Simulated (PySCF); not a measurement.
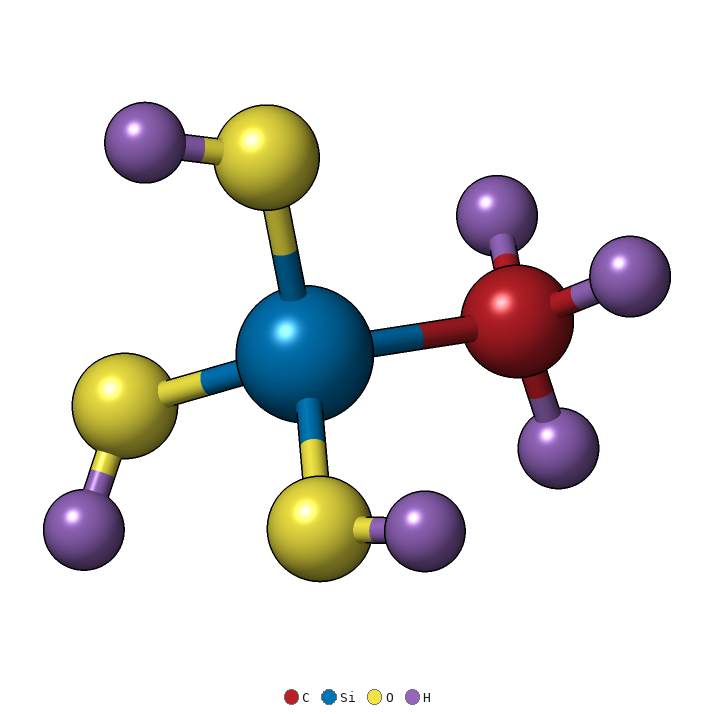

Simulated data, not a measurement (program: PySCF).

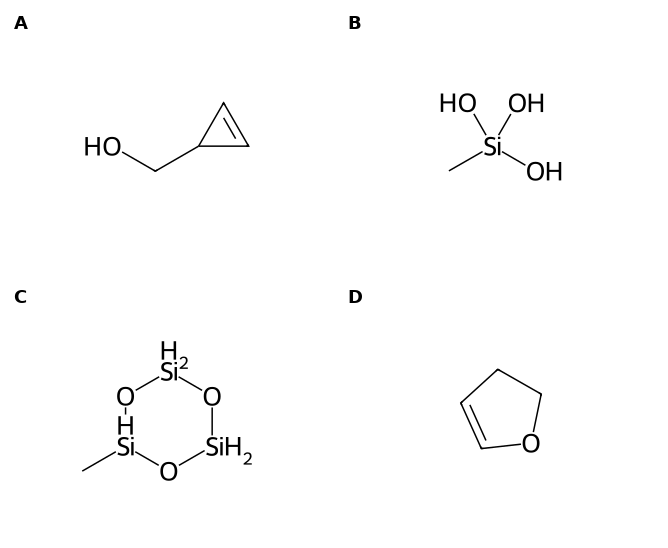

Question: The first picture shows one of the molecules drawn in the second. Which?

Answer: B, `C[Si](O)(O)O`.
